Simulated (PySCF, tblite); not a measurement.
**C₇H₄F₂N radical: geometry, infrared bands and EPR parameters**

Wanted: the infrared bands and EPR parameters of C₇H₄F₂N radical (`C=C1C(F)=C(F)[CH][C@@H]1C#N`), by calculation.

Programs: tblite 0.8.0 and PySCF 2.14.0, with density-fitted response routines of our own. Each step states its level of theory. These are calculated values for one molecule in the gas phase, unless marked as measured. Atoms are numbered from 0 throughout.

### Step 1. The starting structure

14 atoms, charge 0, multiplicity 2; geometry from: force field or distance geometry start.

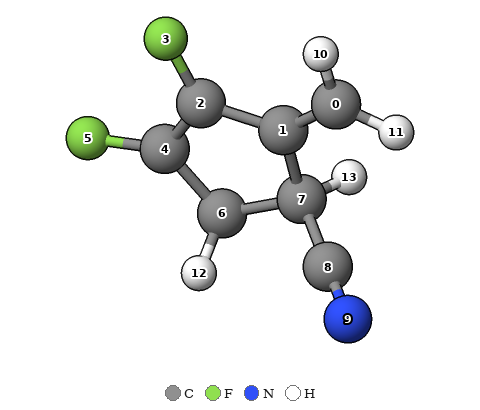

The starting geometry (carbon grey, fluorine green, nitrogen blue, hydrogen white), atoms numbered.

### Step 2. Relaxing the molecule with GFN2-xTB

What the job is given:

```
{"job": {"kind": "relax", "xc": "GFN2-xTB", "basis": "xTB"}, "charge": 0, "multiplicity": 2}
C     -1.903800    -0.327800     0.238000
C     -0.628300    -0.313500    -0.094000
C      0.330500    -1.407600    -0.176100
F      0.022300    -2.710300    -0.043200
C      1.546200    -0.979100    -0.422700
F      2.655100    -1.766200    -0.578900
C      1.508000     0.508500    -0.529300
C      0.091700     0.959200    -0.422400
C     -0.139500     1.869600     0.707400
N     -0.324700     2.570100     1.598600
H     -2.405400    -1.276500     0.483000
H     -2.486300     0.606600     0.261800
H      2.073700     0.947500     0.326400
H     -0.340200     1.319000    -1.370800
```

On the command line:

```sh
$ OMP_NUM_THREADS=1 python probes_run.py task.json out
```

The driver reads the jobs from task.json and runs them one after another.

Standard output:

```text
step      E/eV     max force
  0    -795.65096    3.680
  1    -795.93908    1.938
  2    -796.05779    3.217
  3    -796.19112    2.028
  4    -796.35862    1.259
  5    -796.50754    1.110
  6    -796.56498    0.958
  7    -796.65982    0.792
  8    -796.72835    0.646
  9    -796.78383    0.574
 10    -796.82373    0.393
 11    -796.85257    0.477
 12    -796.87555    0.418
 13    -796.89350    1.062
 14    -796.91478    0.411
 15    -796.93078    0.314
 16    -796.93966    0.288
 17    -796.94631    0.242
 18    -796.95198    0.187
 19    -796.95647    0.152
 20    -796.95952    0.132
 21    -796.96156    0.113
 22    -796.96307    0.085
 23    -796.96445    0.083
 24    -796.96563    0.082
 25    -796.96652    0.077
 26    -796.96732    0.074
 27    -796.96838    0.092
 28    -796.96981    0.097
 29    -796.97140    0.105
 30    -796.97288    0.107
 31    -796.97438    0.105
 32    -796.97607    0.112
 33    -796.97777    0.097
 34    -796.97915    0.082
 35    -796.98030    0.084
 36    -796.98160    0.113
 37    -796.98317    0.113
 38    -796.98457    0.085
 39    -796.98545    0.060
 40    -796.98602    0.066
 41    -796.98666    0.090
 42    -796.98743    0.092
 43    -796.98818    0.071
 44    -796.98884    0.064
 45    -796.98948    0.072
 46    -796.99013    0.077
 47    -796.99071    0.064
 48    -796.99110    0.042
 49    -796.99134    0.045
 50    -796.99153    0.036
 51    -796.99168    0.034
 52    -796.99178    0.021
 53    -796.99185    0.022
 54    -796.99190    0.017
 55    -796.99196    0.024
 56    -796.99200    0.017
 57    -796.99205    0.016
 58    -796.99209    0.018
 59    -796.99213    0.015
 60    -796.99216    0.016
 61    -796.99219    0.013
 62    -796.99221    0.015
 63    -796.99224    0.016
 64    -796.99225    0.012
 65    -796.99227    0.010
```

Wall time 0.33 s (1 thread of Arm Neoverse V2, shared host).

The steps of the relaxation: (not every step is listed)

| step | energy from step 0 (eV) | largest force (eV/Å) |
| --- | --- | --- |
| 0 | 0.0000 | 3.6804 |
| 1 | -0.2881 | 1.9384 |
| 2 | -0.4068 | 3.2173 |
| 3 | -0.5402 | 2.0278 |
| 4 | -0.7077 | 1.2586 |
| 5 | -0.8566 | 1.1096 |
| 6 | -0.9140 | 0.9578 |
| 7 | -1.0089 | 0.7923 |
| 8 | -1.0774 | 0.6465 |
| 13 | -1.2425 | 1.0619 |
| 18 | -1.3010 | 0.1874 |
| 23 | -1.3135 | 0.0835 |
| 28 | -1.3188 | 0.0966 |
| 33 | -1.3268 | 0.0969 |
| 38 | -1.3336 | 0.0850 |
| 43 | -1.3372 | 0.0712 |
| 48 | -1.3401 | 0.0425 |
| 53 | -1.3409 | 0.0223 |
| 58 | -1.3411 | 0.0179 |
| 60 | -1.3412 | 0.0159 |
| 61 | -1.3412 | 0.0127 |
| 62 | -1.3412 | 0.0153 |
| 63 | -1.3413 | 0.0158 |
| 64 | -1.3413 | 0.0116 |
| 65 | -1.3413 | 0.0100 |

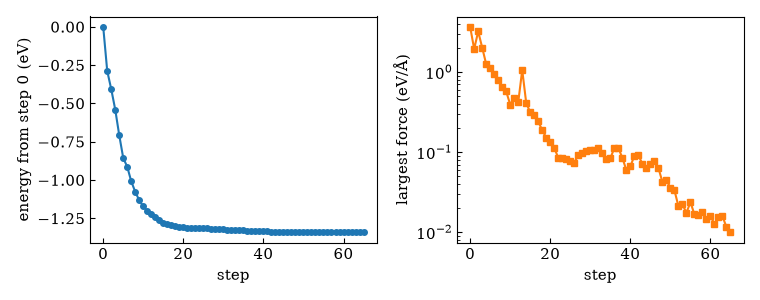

Energy and largest force along the relaxation.

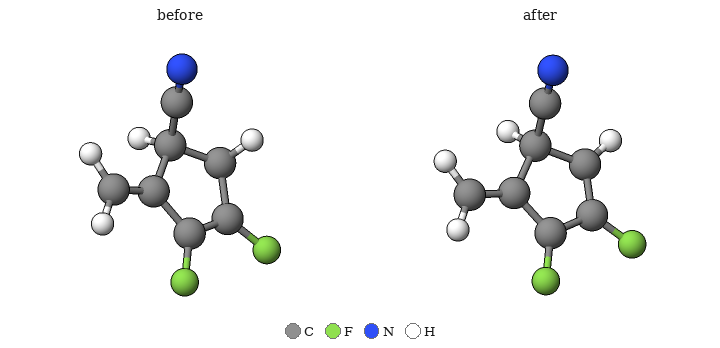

Before and after, at one scale.

Distances of close pairs at the start and the end, largest changes first:

| bond | before (Å) | after (Å) | change (Å) |
| --- | --- | --- | --- |
| C4–C6 | 1.492 | 1.361 | -0.131 |
| C2–C4 | 1.312 | 1.409 | +0.097 |
| C6–H12 | 1.116 | 1.072 | -0.044 |
| C1–C2 | 1.457 | 1.416 | -0.041 |
| C4–F5 | 1.369 | 1.332 | -0.037 |
| C0–C1 | 1.318 | 1.349 | +0.031 |
| C0–H11 | 1.101 | 1.075 | -0.027 |
| C0–H10 | 1.101 | 1.075 | -0.026 |

The end geometry stands in the next job.

### Step 3. Infrared spectrum with GFN2-xTB

What the job is given:

```
{"job": {"kind": "ir", "xc": "GFN2-xTB", "basis": "xTB"}, "charge": 0, "multiplicity": 2}
C     -2.034717    -0.425134     0.103977
C     -0.699140    -0.347658    -0.066558
C      0.245133    -1.402768    -0.077915
F     -0.065044    -2.688905     0.074378
C      1.544202    -0.893674    -0.276357
F      2.640328    -1.648005    -0.337473
C      1.519197     0.460878    -0.408138
C      0.099853     0.931169    -0.275312
C     -0.045830     1.824067     0.855333
N     -0.155004     2.524095     1.750209
H     -2.514519    -1.375978     0.251743
H     -2.652433     0.454323     0.103699
H      2.356156     1.114343    -0.552797
H     -0.238861     1.472775    -1.166956
```

Standard output:

```text
mode    cm-1     km/mol
  1      66.0      4.26
  2     109.9      5.98
  3     140.5      1.38
  4     240.9      2.35
  5     268.3      1.05
  6     277.0      1.70
  7     301.4      0.39
  8     420.3     11.45
  9     456.3      4.57
 10     495.4      3.11
 11     530.0      6.68
 12     540.6      5.11
 13     591.4      9.41
 14     632.6      2.02
 15     677.2     14.64
 16     711.2     16.23
 17     747.9     27.43
 18     828.8     31.54
 19     882.7      9.31
 20     996.3      8.66
 21    1025.8     29.37
 22    1051.9     31.20
 23    1141.8     51.64
 24    1148.2      8.40
 25    1160.4      6.22
 26    1224.2     80.54
 27    1301.0     30.29
 28    1373.3      5.93
 29    1448.8    129.56
 30    1555.2    179.05
 31    1575.7     30.85
 32    2411.6    220.28
 33    2905.2      3.23
 34    3123.0      0.32
 35    3160.9      7.28
 36    3177.2      0.65
```

Run time: 0.36 s. Hardware: 1 thread of Arm Neoverse V2, shared host.

Which atoms move in the most intense modes:

| cm⁻¹ | km/mol | atoms |
| --- | --- | --- |
| 829 | 31.5 | H11 38 %, H10 37 %, C0 24 % |
| 1052 | 31.2 | C2 26 %, H12 19 %, H13 14 % |
| 1142 | 51.6 | C4 18 %, C1 17 %, C6 14 %, C2 12 % |
| 1224 | 80.5 | C7 40 %, C6 17 %, H12 16 % |
| 1449 | 129.6 | C2 46 %, C4 16 %, C1 10 % |
| 1555 | 179.1 | C4 53 %, C6 30 % |
| 1576 | 30.9 | C1 52 %, C0 33 % |
| 2412 | 220.3 | C8 60 %, N9 40 % |

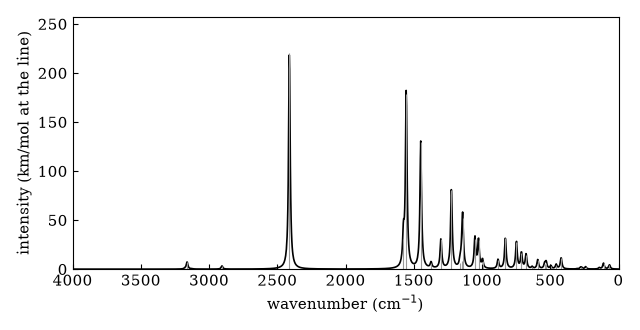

The infrared spectrum from these modes, unscaled. Lines are broadened to a width of 14 cm⁻¹ (Lorentzian).

### Step 4. EPR parameters: B3LYP/pcH-1

The job, as its differences from that of step 3:

```diff
@@ -1,2 +1,2 @@
-{"job": {"kind": "ir", "xc": "GFN2-xTB", "basis": "xTB"}, "charge": 0, "multiplicity": 2}
+{"job": {"kind": "epr", "basis": "pcH-1"}, "charge": 0, "multiplicity": 2}
 C     -2.034717    -0.425134     0.103977
```

With the program's defaults for keys left out, this is: UKS B3LYP, pcH-1 on C F H N, non-relativistic, mean-field spin-orbit, GIAO.

Standard output:

```text
UKS, coarse grid
  cycle   1  E = -523.38259779  |g| = 5.61e-01
  cycle   2  E = -523.02297841  |g| = 1.10e+00
  cycle   3  E = -523.49567702  |g| = 1.71e-01
  cycle   4  E = -523.50546961  |g| = 8.91e-02
  cycle   5  E = -523.50876622  |g| = 2.72e-02
  cycle   6  E = -523.50918015  |g| = 9.24e-03
  cycle   7  E = -523.50925916  |g| = 5.30e-03
  cycle   8  E = -523.50929490  |g| = 2.22e-03
  cycle   9  E = -523.50930014  |g| = 1.25e-03
  cycle  10  E = -523.50930112  |g| = 3.46e-04
UKS, final grid
  cycle   1  E = -523.50935217  |g| = 5.37e-04
  cycle   2  E = -523.50935189  |g| = 9.54e-04
  cycle   3  E = -523.50935233  |g| = 6.96e-05
  cycle   4  E = -523.50935233  |g| = 4.54e-05
  cycle   5  E = -523.50935233  |g| = 3.43e-05
  cycle   6  E = -523.50935233  |g| = 1.05e-05
E = -523.50935233 Eh   <S^2> = 0.7891 (exact 0.7500)
g shifts (ppm)      1          2          3
  rmc          -166       -166       -166
  gc             -2         34         33
  oz_so         -40        928       1457
  total        -208        796       1324
hyperfine (MHz)  atom isotope    a_iso     a_fc   dipolar eigenvalues
    0   13C      38.50      38.50    -36.67    -35.51     72.18
    1   13C     -39.64     -39.64    -26.17     10.52     15.64
    2   13C      55.82      55.82    -45.64    -44.20     89.84
    3   19F      81.38      81.38   -145.96   -117.29    263.25
    4   13C     -45.33     -45.33    -26.34     12.81     13.53
    5   19F     -28.58     -28.58    -73.50     27.47     46.03
    6   13C      42.23      42.23    -39.94    -38.56     78.50
    7   13C      -9.02      -9.02     -0.24     -0.18      0.42
    8   13C      18.28      18.28     -1.00     -0.45      1.45
    9   14N       0.03       0.03     -0.45     -0.03      0.48
   10    1H     -29.24     -29.24    -15.25     -1.30     16.55
   11    1H     -30.17     -30.17    -17.34     -0.54     17.88
   12    1H     -33.53     -33.53    -19.39     -0.18     19.57
   13    1H      23.63      23.63     -3.20     -0.34      3.54
```

It took 84 s on 1 thread of Arm Neoverse V2, shared host; peak memory 0.97 GiB.

Principal g values 2.00211, 2.00312, 2.00364; g(iso) = 2.00296, against 2.00232 for a free electron.

Hyperfine couplings, nucleus by nucleus at this fixed geometry (no averaging over rotations):

| nuclei | isotope | a(iso) (MHz) | a(iso) (G, at g = 2.0023) | largest dipolar term (MHz) |
| --- | --- | --- | --- | --- |
| F3 | 19F | 81.4 | 29.0 | 263.3 |
| C2 | 13C | 55.8 | 19.9 | 89.8 |
| C4 | 13C | -45.3 | -16.2 | -26.3 |
| C6 | 13C | 42.2 | 15.1 | 78.5 |
| C1 | 13C | -39.6 | -14.1 | -26.2 |
| C0 | 13C | 38.5 | 13.7 | 72.2 |
| H12 | 1H | -33.5 | -12.0 | 19.6 |
| H11 | 1H | -30.2 | -10.8 | 17.9 |
| H10 | 1H | -29.2 | -10.4 | 16.5 |
| F5 | 19F | -28.6 | -10.2 | -73.5 |
| H13 | 1H | 23.6 | 8.4 | 3.5 |
| C8 | 13C | 18.3 | 6.5 | 1.4 |
| C7 | 13C | -9.0 | -3.2 | 0.4 |
| N9 | 14N | 0.0 | 0.0 | 0.5 |

Mulliken spin populations:

C0 0.49; C1 -0.21; C2 0.47; F3 0.04; C4 -0.19; F5 -0.01; C6 0.49; C7 -0.02; C8 0.01; N9 0.00; H10 -0.02; H11 -0.02; H12 -0.02; H13 0.01

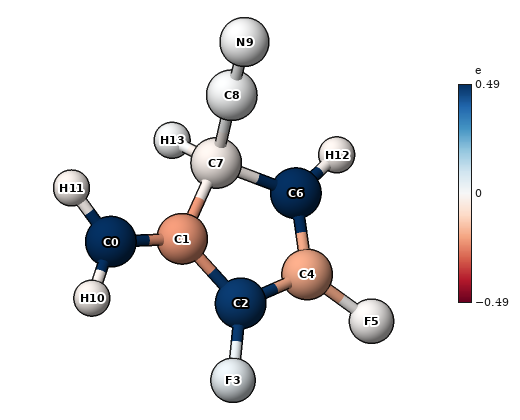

Mulliken spin populations, as colours on the atoms.

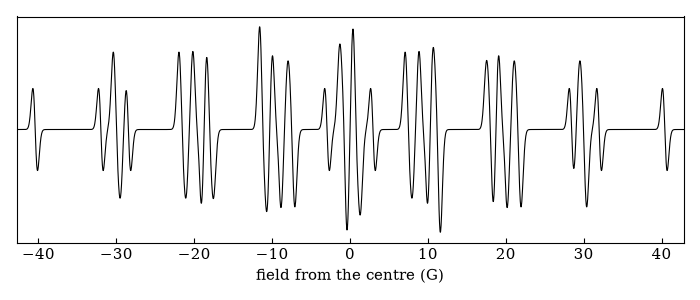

First-order isotropic spectrum (first derivative, main isotopes with spin only, couplings over 0.8 MHz, Gaussian width 0.3 G; couplings of the frozen geometry, rotation of groups not averaged beyond the rows shown).

Orbitals, density, ELF and potential are computed afterwards from the orbital file.

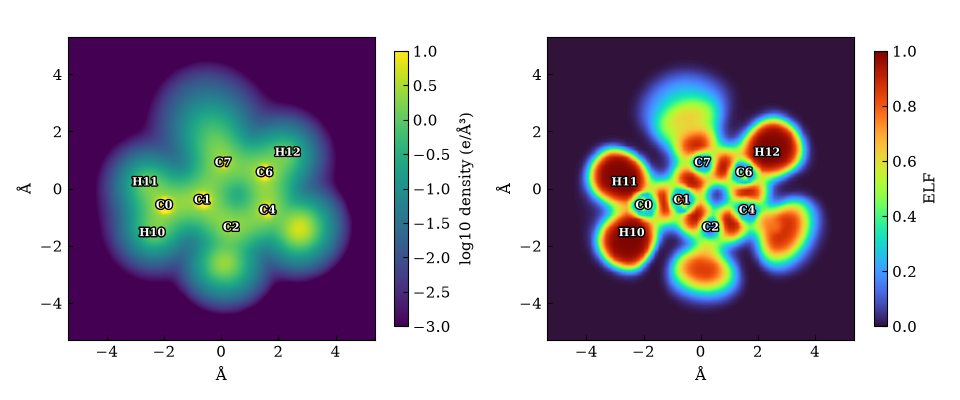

Density (left) and ELF (right) in a plane through or near 9 of the atoms.

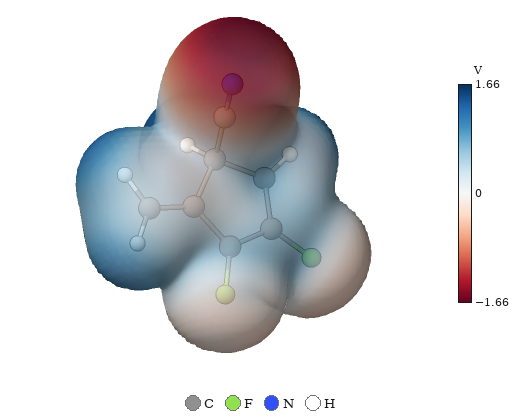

The potential that a unit positive charge feels on the 0.002 e/bohr³ surface, from -1.66 V near N9 to 1.57 V near H13.

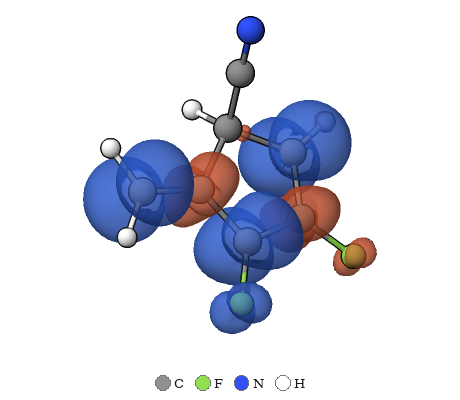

Spin density at ±0.02 e/Å³ (alpha excess blue, beta excess red).

### Step 5. Outcome

| quantity | value |
| --- | --- |
| strongest single infrared mode (GFN2-xTB) | 2412 cm⁻¹, 220 km/mol |
| zero-point energy (GFN2-xTB) | 55.3 kcal/mol |
| g(iso) (B3LYP) | 2.00296 |
| ⟨S²⟩ | 0.789 (exact 0.75) |
| largest a(iso) | 19F on F3, 81.4 MHz |
| potential on the surface of density 0.002 e/bohr³, 1st and 99th percentile | -1.66 V and 1.57 V |

In words: Over 65 steps the energy fell by 1.341 eV; of the close pairs, C4–C6 changed most, 1.492 to 1.361 Å. No mode is imaginary among the 36: a minimum at this level. The strongest single mode, at 2412 cm⁻¹, moves mainly C8 and N9. GFN2-xTB is a fitted tight-binding method: band positions and strengths are rough. Its intensities can rank the bands wrongly. The largest spin populations lie on C6 (0.49 e), C0 (0.49 e), C2 (0.47 e). The isotropic g lies 0.6 ppt above the free-electron value. The conformer search found further structures of the same energy, which may be mirror or relabelled copies of this one.
